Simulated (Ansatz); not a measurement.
# Sc3BC (built on the sites of a database entry of Sc3InC): phonons and vibrational spectra, part 2 of 2

Wanted: phonon frequencies of Sc3BC (built on the sites of a database entry of Sc3InC) and what follows from them.

Ansatz 0.2.0; DFT LDA, scalar-relativistic, plane waves, PAW.

So far. Step 4 (Tight relaxation): The forces vanish by symmetry and the pressure is -0.008 GPa, within the tolerances set. The cell now holds 15.53 Å³/atom. Step 5 (Linear response at the zone centre): Before it was imposed, the acoustic sum rule was missed by 3.0e-5 eV/Å². Small misses are needed for a sound result but don't prove that mesh and cutoff are converged. The lowest optical mode is imaginary, 126.7i cm⁻¹, so the energy falls along it. The relaxed cell has a = 4.267 Å (conventional setting).

The structure was built from a prototype and need not be the compound's stable phase.

## (6) Response at finite wavevector

Stability and thermal properties need the whole zone. Linear response on a 4×4×4 q mesh gives force constants as far as a supercell of that size would.

Contents of input.yaml:

```yaml
crystal:
  lattice:
    - [4.2666960729, 0.0, 0.0]
    - [0.0, 4.2666960729, 0.0]
    - [0.0, 0.0, 4.2666960729]
  atoms:
    - { symbol: Sc, position: [0.5, 0.0, 0.5] }
    - { symbol: Sc, position: [0.0, 0.5, 0.5] }
    - { symbol: Sc, position: [0.5, 0.5, 0.0] }
    - { symbol: B, position: [0.0, 0.0, 0.0] }
    - { symbol: C, position: [0.5, 0.5, 0.5] }
kpoints:
  mp_grid: { grid: [8, 8, 8] }
hamiltonian:
  xc: lda
scf:
  occupations: { method: methfessel_paxton, width: 0.2 }
output:
  eigenvalues: true
phonons:
  method: dfpt
  qmesh: [4, 4, 4]
  temperatures: { t_max: 1000, t_step: 50 }
  qpath:
    path:
      - [[0.0, 0.0, 0.0], [0.0, 0.5, 0.0], [0.5, 0.5, 0.0], [0.0, 0.0, 0.0], [0.5, 0.5, 0.5], [0.0, 0.5, 0.0]]
      - [[0.5, 0.5, 0.5], [0.5, 0.5, 0.0]]
    npoints: 10
```

Launch:

```console
> ansatz run input.yaml --threads 8 --pin off --max-ram 14336MiB --backend cpu --events-out ev --progress --plain --runs-dir out
```

Numbers of over 12 decimals in the logs are rounded to 6 here.

The log of the run:

```text
[...]
Crystal: 5 atoms, lattice volume = 77.674 Å³
Basis set: ecut = 420 eV, 1503 PW (Γ), exchange–correlation on 60×60×60 points (8 copies of the dense FFT grid, shifted against one another)
Bands: 25, of which v1, the nominal top of the filled ones, is band 20 counted from 1 (19 counted from 0)
Symmetry: 48 space group operations
k-points: 35 of 512
[...]
SCF iter   1: F=—  HF=-6660.663934 eV  |F-HF|=—  |Δ(HF+E_count)|=         —  Δρ=1.06e-2  dr2=1.77e-1  ethr=1.77e-3  ⟨swp⟩=4.1  Hψ=3513  notcnv=0
[...]
SCF iter  10: F=-6660.618243 eV  HF=-6660.618243 eV  |F-HF|=0.00e0  |Δ(HF+E_count)|=  9.09e-13  S|Δr|=    0.00e0  Δρ=4.39e-8  dr2=1.36e-12  ethr=1.00e-12  ⟨swp⟩=7.0  Hψ=3336  notcnv=0
SCF 1 converged in 10 iterations: F = -6660.618243 eV  dr2 = 1.36e-12
[...]
SCF iter   1: F=—  HF=-6660.618244 eV  |F-HF|=—  |Δ(HF+E_count)|=         —  Δρ=6.51e-8  dr2=3.62e-12  ethr=1.18e-8  ⟨swp⟩=3.6  Hψ=6061  notcnv=0
eigensolver tolerance schedule: the retry pair's looser diagonalisation over-reported the residual by 1297634.89 of it (diagonalisation noise at an unbounded share of the residual, at the tolerance the schedule requests for it); recorded, not acted on — ethr = c·dr2/N_el stays at c = 1.0e-1
[...]
SCF iter   2: F=—  HF=-6660.618243 eV  |F-HF|=—  |Δ(HF+E_count)|=   1.64e-6  S|Δr|=    0.00e0  Δρ=3.90e-8  dr2=1.37e-12  ethr=1.00e-12  ⟨swp⟩=4.3  Hψ=2692  notcnv=0
SCF iter   3: F=-6660.618243 eV  HF=-6660.618243 eV  |F-HF|=2.73e-12  |Δ(HF+E_count)|=    0.00e0  S|Δr|=    0.00e0  Δρ=2.92e-8  dr2=7.11e-13  ethr=1.00e-12  ⟨swp⟩=1.0  Hψ=1897  notcnv=0
SCF 2 converged in 3 iterations: F = -6660.618243 eV  dr2 = 7.11e-13
[...]
k-points: 75 of 512 (irreducible under 8 space group operations, time reversal used)
[...]
SCF iter   7: F=-6660.619772 eV  HF=-6660.619772 eV  |F-HF|=9.09e-13  |Δ(HF+E_count)|=  1.82e-11  Δρ=9.67e-8  dr2=5.69e-12  ethr=1.00e-12  ⟨swp⟩=7.3  Hψ=5516  notcnv=0
WARN: a fill by count may have filled part of one level: at k-index 0 the highest filled band, 9.771803 eV, and the lowest empty band, 9.771803 eV, stand 1.243e-14 eV apart, within the solve's uncertainty, 1.000e-5 eV. If they are one level, whatever splits it, however little, can move the result. A smearing (`scf.occupations.method` with a `width`) well over the split that the run's distortions make, where the deck  [...]
SCF 3 converged in 7 iterations: F = -6660.619772 eV  dr2 = 5.69e-12
NSCF: frozen V_eff on 51 k-points
[...]
DFPT response loops at q = (0, 0, 0) (fractional): preconditioner auto → Kerker (q_TF=auto, 2.443 Å⁻¹) (partly filled bands, converged f_vac=0.000); β = 1.00, the filter's whole step (`scf.mixing.beta` (0.50) is not read by the response loops under this deck's `scf.mixing.preconditioner`; to damp them name `kerker` or `kerker_dos`, under which they read `scf.mixing.beta`, and type it under 1.00, their step now; both keys bind the ground state too); Broyden in place of MSR1
[...]
SCF converged after 10 iterations
[...]
Free energy (F): -6660.618243 eV
[...]
Internal energy: -6660.627026 eV  (E = F + TS)
E sigma→0 (E₀):  -6660.620439 eV
Entropy (-TS):   0.008784 eV (1.757 meV/atom)
Fermi energy:    9.779265 eV
[...]
--- Band table (eV; the first three rows and the last of 35) ---
  k-point 0: bands = [... 16 lower, 9.2150, 9.7001, 9.7001, 9.7695, 9.7695, 9.7695, 11.8591, 11.8591, ... 1 higher]
  k-point 1: bands = [... 16 lower, 9.0851, 9.7157, 9.7355, 9.7355, 9.8182, 9.8377, 11.4624, 11.9762, ... 1 higher]
  k-point 2: bands = [... 16 lower, 8.8466, 9.0017, 9.6110, 9.6110, 9.9465, 10.2198, 11.4436, 12.2906, ... 1 higher]
  k-point 34: bands = [... 16 lower, 5.8338, 9.3752, 9.3752, 9.3752, 11.6671, 11.6671, 11.6671, 11.8513, ... 1 higher]
--- Phonons (Γ-DFPT): 4 representative perturbations + reference (Σ response iterations 12) ---
  ASR residual: 3.194e-5 → 0.000e0 eV/Å²; symmetrization residual: 1.315e-6 eV/Å²
  ASR residual per site (eV/Å²): 1.63e-5 1.63e-5 1.63e-5 1.96e-5 3.19e-5
[...]
--- Phonons (arbitrary-q DFPT): 10 irreducible q on the 4×4×4 mesh ---
  q = [0.0000, 0.0000, 0.0000] (star 1, of the zone-centre solve; hermiticity 1.38e-7, symmetrization 6.81e-13): -126.69 -126.69 -126.69 -0.00 -0.00 0.00 114.26 114.26 114.26 329.53 329.53 329.53 547.39 547.39 547.39
  q = [0.0000, 0.0000, 0.2500] (star 6, 9 solved perturbations in 1560 linear systems a pass and spin channel, the states on 200 of 512 k-point pairs; hermiticity 3.42e-7, symmetrization 4.03e-13): -94.05 -94.05 81.03 81.03 112.85 130.65 130.65 146.53 191.15 310.60 310.60 365.78 570.62 570.62 635.52
[...]
q = [0.0000, 0.2500, -0.5000] (star 12, 15 solved perturbations on 200 of 512 k-point pairs; hermiticity 2.08e-7, symmetrization 6.72e-15): -86.86 47.75 74.59 88.28 108.67 173.58 220.17 229.15 239.96 269.93 334.42 416.58 588.93 622.27 660.49
[...]
sum rule: each row above includes the acoustic sum rule's correction from the zone centre's row sums; it moved no ω² by more than (0.85 cm⁻¹)²
  mesh force constants: q→R imaginary residual 3.40e-19; ASR residual 3.194e-5 → 0.000e0 eV/Å²; symmetrization residual 1.243e-14 eV/Å²
  interpolated dispersion: 62 rows × 15 modes
  density of states and harmonic sums: on the 16×16×16 q-mesh, interpolated from the force constants of a 4×4×4 supercell (no non-analytic term)
  largest difference from the sums on the solved wave vectors: F 3.74e-2 eV, S 4.92e-5 and C_V 1.22e-5 eV/K
  zero-point energy: 0.246182 eV/cell   skipped modes (ω ≤ 0): 341, of them read as no rigid motion or as one in doubt: 338 (1.987e0 modes/cell left out, lowest -131.21 cm⁻¹)   left out of the sums: 1.33e-1 of the cell's modes: C_V's classical limit lies that fraction below 3 k_B per atom; for a crystal, a wire or a layer, F and S can be off by more, and a phonons.interpolated_qmesh denser along its periods is the remedy for the sampling
```

The job ended after 4.2 min (8 threads of Intel Xeon Platinum 8488C (Sapphire Rapids), shared host; peak memory 2.7 GiB).

Numbers from this step:

* sum-rule residual before enforcement: 3.19e-5 eV/Å²
* lowest frequency on the path: -131.2 cm⁻¹
* highest frequency on the path or at a solved wavevector: 666.2 cm⁻¹
* lowest mode on the q mesh (acoustic modes at Γ apart): -131.2 cm⁻¹

Frequencies (cm⁻¹) solved at each irreducible wavevector; negative means imaginary. Frequencies by wavevector, by row:

| q in reciprocal lattice units | star | mode 1 | mode 2 | mode 3 | mode 4 | mode 13 | mode 14 | mode 15 |
| --- | --- | --- | --- | --- | --- | --- | --- | --- |
| 0 0 0 | 1 | -126.7 | -126.7 | -126.7 | 0 | 547.4 | 547.4 | 547.4 |
| 0 0 0.25 | 6 | -94 | -94 | 81 | 81 | 570.6 | 570.6 | 635.5 |
| 0 0 -0.5 | 3 | -41 | -41 | 83.3 | 83.3 | 587.3 | 587.3 | 666.2 |
| 0 0.25 0.25 | 12 | -73 | -48 | 67.5 | 98.9 | 579.2 | 610.8 | 642.7 |
| 0 0.25 -0.5 | 12 | -86.9 | 47.8 | 74.6 | 88.3 | 588.9 | 622.3 | 660.5 |
| 0 -0.5 -0.5 | 3 | -131.2 | 49.1 | 49.1 | 136.9 | 592.3 | 652.7 | 652.7 |
| 0.25 0.25 0.25 | 8 | -59.8 | -59.8 | 21.2 | 72.3 | 614.2 | 614.2 | 649.2 |
| 0.25 0.25 -0.5 | 12 | -87.5 | -79 | -20 | 30.3 | 618 | 632.2 | 658.1 |
| 0.25 -0.5 -0.5 | 6 | -128.8 | -86.1 | -86.1 | 92.1 | 626.9 | 653.9 | 653.9 |
| -0.5 -0.5 -0.5 | 1 | -129.3 | -129.3 | -129.3 | 46.3 | 653.9 | 653.9 | 653.9 |

Interpolated from a 4×4×4 q mesh. The phonon branches at the labelled points (cm⁻¹):

| point | branch 1 | branch 2 | branch 3 | branch 4 | branch 12 | branch 13 | branch 14 | branch 15 |
| --- | --- | --- | --- | --- | --- | --- | --- | --- |
| Γ | -127 | -127 | -127 | 0 | 330 | 547 | 547 | 547 |
| X | -41 | -41 | 83 | 83 | 407 | 587 | 587 | 666 |
| M | -131 | 49 | 49 | 137 | 449 | 592 | 653 | 653 |
| Γ | -127 | -127 | -127 | 0 | 330 | 547 | 547 | 547 |
| R | -129 | -129 | -129 | 46 | 482 | 654 | 654 | 654 |
| X | -41 | -41 | 83 | 83 | 407 | 587 | 587 | 666 |
| jump to R | -129 | -129 | -129 | 46 | 482 | 654 | 654 | 654 |
| M | -131 | 49 | 49 | 137 | 449 | 592 | 653 | 653 |

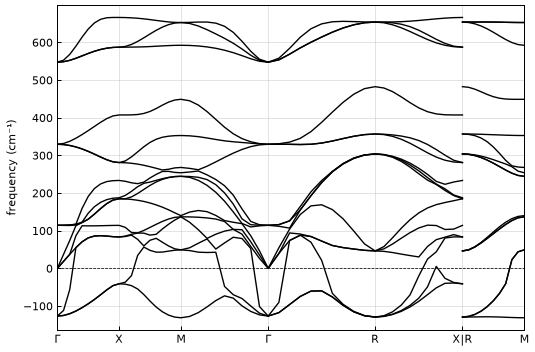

Phonon branches along the path.

The phonon density of states has structure finer than the step of the table below, so its rows give means over 25 cm⁻¹, whole bins alone (the curve runs from -135 to 665 cm⁻¹). Peaks (cm⁻¹: height): -65.0: 0.0282, 85.0: 0.0500, 155.0: 0.0332, 225.0: 0.0394, 345.0: 0.0330, 595.0: 0.0376, 655.0: 0.0706.

Tetrahedra on a 16×16×16 mesh, mean over bins of 10 cm-1. Interpolated from a 4×4×4 q mesh. Table of phonon density of states by wavenumber; means over each step:

```
wavenumber (cm⁻¹)  phonon density of states (1/cm⁻¹/cell)
             -100                                  0.0180
              -75                                  0.0255
              -50                                  0.0161
              -25                                 0.00763
                0                                 0.00619
               25                                 0.00941
               50                                  0.0228
               75                                  0.0357
              100                                  0.0394
              125                                  0.0255
              150                                  0.0250
              175                                  0.0187
              200                                  0.0175
              225                                  0.0329
              250                                  0.0295
              275                                  0.0264
              300                                  0.0251
              325                                  0.0284
              350                                  0.0241
              375                                 0.00703
              400                                  0.0119
              425                                  0.0109
              450                                 0.00590
              475                                 0.00102
              500                                  4.5e-6
              525                                  5.5e-6
              550                                 0.00176
              575                                  0.0164
              600                                  0.0309
              625                                  0.0237
              650                                  0.0400
```

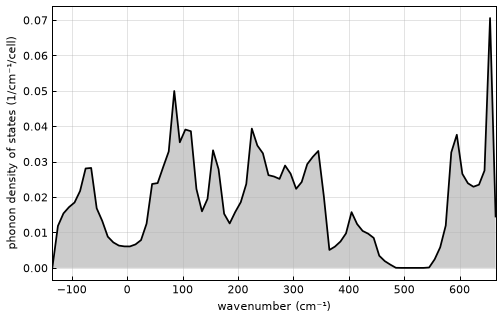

Phonon density of states against wavenumber.

The partial phonon density of states has structure finer than the step of the table below, so its rows give means over 50 cm⁻¹, whole bins alone (the curve runs from -139 to 696 cm⁻¹). Peaks (cm⁻¹: height): B -70.8: 0.00752, 86.8: 0.00926, 160.3: 0.0142, 228.6: 0.0204; C 591.1: 0.0304, 654.2: 0.0526; Sc -76.1: 0.0238, 86.8: 0.0349, 160.3: 0.0161, 344.2: 0.0298, 407.3: 0.0132, 591.1: 0.00688.

Phonopy on the run's constants, 13x13x13 mesh, Gaussian sigma 6.0 cm-1. Interpolated from a 4×4×4 q mesh. The partial phonon density of states by wavenumber; means over each step; values in 1/cm⁻¹/cell:

| wavenumber (cm⁻¹) | B | C | Sc |
| --- | --- | --- | --- |
| -100 | 0.00314 | 2.3e-5 | 0.0152 |
| -50 | 0.00535 | 7.7e-6 | 0.0128 |
| 0 | 0.00111 | 5.8e-6 | 0.00273 |
| 50 | 0.00727 | 1.4e-4 | 0.0159 |
| 100 | 0.00759 | 3.8e-4 | 0.0299 |
| 150 | 0.00892 | 3.4e-4 | 0.0137 |
| 200 | 0.00845 | 3.3e-4 | 0.0110 |
| 250 | 0.0125 | 8.2e-4 | 0.0169 |
| 300 | 0.00379 | 0.00256 | 0.0194 |
| 350 | 0.00122 | 0.00118 | 0.0192 |
| 400 | 2.3e-4 | 6.7e-4 | 0.00969 |
| 450 | 2.9e-6 | 3.0e-4 | 0.00556 |
| 500 | 0 | 3.1e-6 | 1.3e-4 |
| 550 | 1.8e-5 | 0.00260 | 6.3e-4 |
| 600 | 1.1e-4 | 0.0227 | 0.00432 |
| 650 | 2.1e-4 | 0.0279 | 0.00146 |

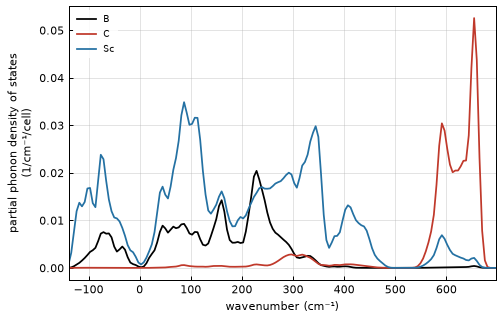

Partial phonon density of states against wavenumber.

Symmetry leaves 10 wavevectors to solve. The lowest mode among them, the acoustic zeros apart, lies at q = (0, -0.5, -0.5) and is imaginary, 131.2i cm⁻¹, so the energy falls along it.

## (7) Another isotope, element B, natural mass 10.81 amu

An isotope changes the mass and not the force constants, so no new electronic calculation is needed; the shifts show which modes move this element.

The same force constants with the mass of B changed from 10.810 to 10.013 u (phonopy, no LO-TO term). Both lists are sorted by frequency; levels can cross, so a row need not hold one and the same mode. Modes under 3 cm⁻¹ are left out. Isotope shifts, by row, the first 40 of 57 rows:

```
       q  rank  natural mass (cm⁻¹)  changed mass (cm⁻¹)
   0 0 0     1               -126.7               -130.5
   0 0 0     2               -126.7               -130.5
   0 0 0     3               -126.7               -130.5
   0 0 0     7                114.3                114.3
   0 0 0     8                114.3                114.3
   0 0 0     9                114.3                114.3
   0 0 0    10                329.5                331.3
   0 0 0    11                329.5                331.3
   0 0 0    12                329.5                331.3
   0 0 0    13                547.4                547.6
   0 0 0    14                547.4                547.6
   0 0 0    15                547.4                547.6
0 0 0.25     1               -94.05               -96.41
0 0 0.25     2               -94.05               -96.41
0 0 0.25     3                81.03                81.45
0 0 0.25     4                81.03                81.45
0 0 0.25     5                112.8                112.8
0 0 0.25     6                130.7                131.2
0 0 0.25     7                130.7                131.2
0 0 0.25     8                146.5                146.5
0 0 0.25     9                191.2                197.8
0 0 0.25    10                310.6                311.9
0 0 0.25    11                310.6                311.9
0 0 0.25    12                365.8                367.3
0 0 0.25    13                570.6                570.7
0 0 0.25    14                570.6                570.7
0 0 0.25    15                635.5                635.5
0 0 -0.5     1                  -41               -41.96
0 0 -0.5     2                  -41               -41.96
0 0 -0.5     3                83.33                83.33
0 0 -0.5     4                83.33                83.33
0 0 -0.5     5                114.1                114.1
0 0 -0.5     6                184.7                187.4
0 0 -0.5     7                184.7                187.6
0 0 -0.5     8                187.4                187.6
0 0 -0.5     9                233.4                241.8
0 0 -0.5    10                280.9                280.9
0 0 -0.5    11                280.9                280.9
0 0 -0.5    12                407.3                408.6
0 0 -0.5    13                587.3                587.3
```

A mode of this element alone would shift by +3.90 %. The highest zone-centre frequency without the field goes from 547.4 to 547.6 cm⁻¹ (+0.0 %).

## (8) Another isotope, element C, natural mass 12.011 amu

The same for C, from 12.01 to 13.00 u.

The same force constants with the mass of C changed from 12.011 to 13.003 u (phonopy, no LO-TO term). Both lists are sorted by frequency; levels can cross, so a row need not hold one and the same mode. Modes under 3 cm⁻¹ are left out. Isotope shifts, by row, the first 40 of 57 rows:

| q | rank | natural mass (cm⁻¹) | changed mass (cm⁻¹) |
| --- | --- | --- | --- |
| 0 0 0 | 1 | -126.7 | -126.5 |
| 0 0 0 | 2 | -126.7 | -126.5 |
| 0 0 0 | 3 | -126.7 | -126.5 |
| 0 0 0 | 7 | 114.3 | 114.3 |
| 0 0 0 | 8 | 114.3 | 114.3 |
| 0 0 0 | 9 | 114.3 | 114.3 |
| 0 0 0 | 10 | 329.5 | 328 |
| 0 0 0 | 11 | 329.5 | 328 |
| 0 0 0 | 12 | 329.5 | 328 |
| 0 0 0 | 13 | 547.4 | 530.8 |
| 0 0 0 | 14 | 547.4 | 530.8 |
| 0 0 0 | 15 | 547.4 | 530.8 |
| 0 0 0.25 | 1 | -94.05 | -94.04 |
| 0 0 0.25 | 2 | -94.05 | -94.04 |
| 0 0 0.25 | 3 | 81.03 | 80.84 |
| 0 0 0.25 | 4 | 81.03 | 80.84 |
| 0 0 0.25 | 5 | 112.8 | 112.8 |
| 0 0 0.25 | 6 | 130.7 | 130.6 |
| 0 0 0.25 | 7 | 130.7 | 130.6 |
| 0 0 0.25 | 8 | 146.5 | 146.4 |
| 0 0 0.25 | 9 | 191.2 | 191.1 |
| 0 0 0.25 | 10 | 310.6 | 308.9 |
| 0 0 0.25 | 11 | 310.6 | 308.9 |
| 0 0 0.25 | 12 | 365.8 | 364.7 |
| 0 0 0.25 | 13 | 570.6 | 553.2 |
| 0 0 0.25 | 14 | 570.6 | 553.2 |
| 0 0 0.25 | 15 | 635.5 | 613.3 |
| 0 0 -0.5 | 1 | -41 | -41 |
| 0 0 -0.5 | 2 | -41 | -41 |
| 0 0 -0.5 | 3 | 83.33 | 83.25 |
| 0 0 -0.5 | 4 | 83.33 | 83.25 |
| 0 0 -0.5 | 5 | 114.1 | 114.1 |
| 0 0 -0.5 | 6 | 184.7 | 184.7 |
| 0 0 -0.5 | 7 | 184.7 | 184.7 |
| 0 0 -0.5 | 8 | 187.4 | 187.3 |
| 0 0 -0.5 | 9 | 233.4 | 233.4 |
| 0 0 -0.5 | 10 | 280.9 | 278.8 |
| 0 0 -0.5 | 11 | 280.9 | 278.8 |
| 0 0 -0.5 | 12 | 407.3 | 407.3 |
| 0 0 -0.5 | 13 | 587.3 | 569.2 |

A mode of this element alone would shift by -3.89 %. The highest zone-centre frequency without the field goes from 547.4 to 530.8 cm⁻¹ (-3.0 %).

## (9) Results

```
space group after relaxation (within 0.01 Å)            : Pm-3m
volume per atom                                         : 15.5 Å³
electronic character                                    : no gap on this mesh
highest optical mode at the zone centre (no LO-TO term) : 547 cm⁻¹
lowest optical zone-centre mode                         : -127 cm⁻¹
lowest mode on the q mesh (acoustic modes at Γ apart)   : -131 cm⁻¹
highest frequency on the path or at a solved wavevector : 666 cm⁻¹
imaginary modes on the 4×4×4 q mesh                     : yes
```

What this shows: Modes are clearly imaginary (beyond 10i cm⁻¹) at 10 of the 10 irreducible wavevectors, most at q = (0, -0.5, -0.5) (131.2i cm⁻¹), so this structure is not a minimum of the energy. The optical modes at Γ span -127 to 547 cm⁻¹ (negative means imaginary). The highest mode in this list at Γ, 547.4 cm⁻¹, is mostly motion of C (79 % of the kinetic energy). With no gap, or one that is small against the smearing, the frequencies hang on the k mesh and the smearing, most of all near Kohn anomalies. The starting cell was built on a prototype and not taken from a measurement, so the phase need not exist. These are harmonic frequencies at zero temperature: anharmonic shifts, linewidths and thermal expansion are left out.

[Logs are printed without paths, hosts, clocks, repeated set-up lines and the standing remarks that a program may print on its own settings, such as how far it seeks lower states.]

[Hosts, paths, dates, database ids (printed as entryN), source tags and the programs' standing remarks are cut or masked in the printed files.]
